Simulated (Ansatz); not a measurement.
The cell below is Pr in space group P6_3/mmc. The cell is taken from the input geometry of an electronic-structure calculation (not necessarily at equilibrium).

```cif
data_structure
_symmetry_space_group_name_H-M 'P 1'
_symmetry_Int_Tables_number 1
_cell_length_a 3.7125
_cell_length_b 3.7125
_cell_length_c 12.1552
_cell_angle_alpha 90.000
_cell_angle_beta 90.000
_cell_angle_gamma 120.000
_cell_volume 145.09
loop_
_atom_site_label
_atom_site_type_symbol
_atom_site_fract_x
_atom_site_fract_y
_atom_site_fract_z
_atom_site_occupancy
Pr1 Pr 0.00000 0.00000 0.00000 1
Pr2 Pr 0.00000 0.00000 0.50000 1
Pr3 Pr 0.33333 0.66667 0.75000 1
Pr4 Pr 0.66667 0.33333 0.25000 1
```

Hard-sphere model; touching radii (half the shortest distance): Pr 1.86 Å.

Question: Find the largest hole by geometry, and further ones that a grid search gives (radius above 0.15 Å; smaller ones may be missed, and maxima closer than 0.25 Å are merged).

Answer:
```csv
hole,site,"x, y, z",radius (Å),nearest atoms,shape
V1,4f,"0.667, 0.333, 0.625",0.77,6 Pr,octahedral
V2,4e,"0.000, 0.000, 0.187",0.42,4 Pr,tetrahedral
V3,4f,"0.333, 0.667, 0.937",0.42,4 Pr,tetrahedral
```

Nearest atoms are those whose sphere lies within 0.15 Å of the hole's sphere; in brackets, those within 0.5 Å. The largest sphere that fits anywhere has a diameter of 1.54 Å; the largest that can travel through the crystal, about 0.6 Å.

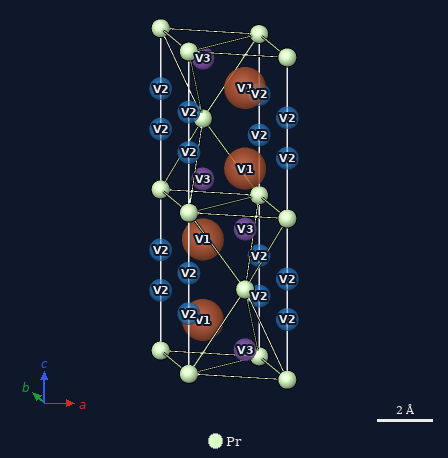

Translucent spheres (V1, V2, V3) fill the 3 holes listed first by a grid search for holes with a radius above 0.15 Å (the largest is sure; smaller ones may be missed, and maxima closer than 0.25 Å are merged) at their true size; atoms are drawn smaller than their model radii. View slightly off an axis.
